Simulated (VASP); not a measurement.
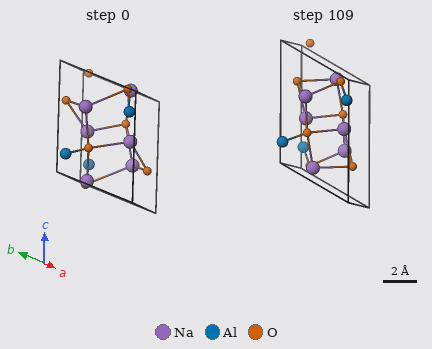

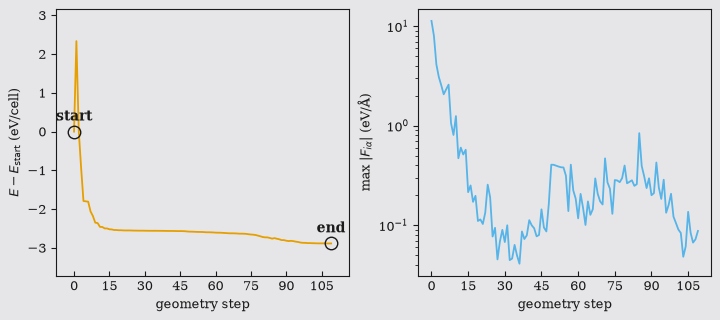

First and last geometry of a relaxation of solid Na3AlO3 (a generated structure, set up in P1), with the history of the run. A ball-and-stick model of the cell of the calculation, reduced to other axes, seen from a free direction. Lengths and directions refer to the drawn axes.

The run lets cell and atoms move.

All numbers below come from VASP, Kohn-Sham DFT of a periodic cell, PBE, VASP PAW PBE potentials, recommended.

Input
```
PREC = Normal ; ENCUT = 520
EDIFF = 1E-5 ; ISMEAR = 0
SIGMA = 0.05 ; LREAL = Auto
LASPH = T ; NELM = 80
ALGO = Fast ; ISIF = 3
LWAVE = F ; LCHARG = F
GGA = PE ; IBRION = 2
NSW = 110 ; EDIFFG = -0.03
ISYM = 0 ; KPAR = 2
```

Command:
```bash
cat potpaw_PBE.64/Na_pv/POTCAR potpaw_PBE.64/Al/POTCAR potpaw_PBE.64/O/POTCAR > POTCAR
mpirun -np 2 vasp_std > vasp.out
```

Q: Did the run converge, and what did it change?

A: The run was cut off at its time limit before the relaxation converged, so the last structure is only a point on the way. The largest move relative to the cell is that of an O atom, 0.64 Å roughly along [1 −2 1]. Largest moves by element: O 0.64 Å, Na 0.53 Å, Al 0.37 Å. The drawn cell changes as follows: a 5.685 → 5.538 Å (−2.6 %), b 5.868 → 5.805 Å (−1.1 %), c 6.976 → 7.779 Å (+11.5 %), α 65.6° → 56.3°, β 83.1° → 77.5°, γ 73.9° → 68.7°; the volume changes by −4.8 %. Near-neighbour distances that change, for instance: Na–O 3.987 → 2.413 Å, Na–O 3.726 → 2.424 Å, Na–O 2.937 → 3.768 Å, Na–O 2.969 → 3.760 Å. New bonds form: Na–O (3.73 → 2.42 Å), Na–O (3.99 → 2.41 Å). Bond angles that change, for instance: Na–O–Na 104.0° → 134.9°, Na–O–Al 177.2° → 151.7°, Na–O–Na 97.5° → 122.8°. The space group stays P1 (No. 1). The energy falls by 2.885 eV per cell of the calculation in 109 geometry steps. The largest force component goes from 11 to 0.088 eV/Å. Pressure: 5.42 GPa at the start and 0.23 GPa at the end. At step 1 the optimiser overshot: the energy rose above the start, and later steps came back.

| step | E − E(0), meV/atom | largest force component, eV/Å | pressure, GPa | volume, Å³/atom |
| --- | --- | --- | --- | --- |
| 0 | 0.00 | 11.3205 | 5.42 | 14.547 |
| 1 | 166.75 | 8.0102 | 2.29 | 15.595 |
| 2 | 1.69 | 4.1373 | -0.29 | 15.266 |
| 3 | -66.29 | 3.0919 | -1.04 | 15.088 |
| 4 | -127.78 | 2.5519 | -0.61 | 14.817 |
| 5 | -128.49 | 2.0706 | -0.10 | 14.759 |
| 6 | -129.04 | 2.3193 | -0.30 | 14.783 |
| 7 | -147.04 | 2.5885 | -0.85 | 14.799 |
| 8 | -155.49 | 1.0616 | -1.07 | 14.794 |
| 9 | -167.71 | 0.8077 | -0.49 | 14.631 |
| 10 | -168.47 | 1.2507 | -0.15 | 14.577 |
| 15 | -179.94 | 0.2149 | -0.17 | 14.386 |
| 20 | -181.72 | 0.1144 | 0.25 | 14.299 |
| 26 | -182.37 | 0.0942 | -0.10 | 14.347 |
| 31 | -182.65 | 0.0999 | 0.08 | 14.337 |
| 36 | -182.77 | 0.0410 | -0.05 | 14.351 |
| 41 | -183.02 | 0.0998 | 0.16 | 14.314 |
| 46 | -183.32 | 0.0948 | 0.02 | 14.317 |
| 52 | -184.76 | 0.3886 | -0.14 | 14.346 |
| 57 | -185.44 | 0.4057 | -0.03 | 14.310 |
| 62 | -186.27 | 0.1498 | 0.25 | 14.271 |
| 67 | -187.36 | 0.2955 | -0.06 | 14.340 |
| 73 | -188.41 | 0.2326 | -0.03 | 14.320 |
| 78 | -191.65 | 0.2976 | -0.36 | 14.216 |
| 83 | -195.92 | 0.2486 | 0.00 | 13.986 |
| 88 | -199.84 | 0.2362 | -0.13 | 13.947 |
| 93 | -201.80 | 0.2395 | -0.14 | 13.910 |
| 99 | -205.35 | 0.1219 | -0.24 | 13.892 |
| 104 | -205.92 | 0.0612 | 0.01 | 13.873 |
| 109 | -206.05 | 0.0876 | 0.23 | 13.842 |
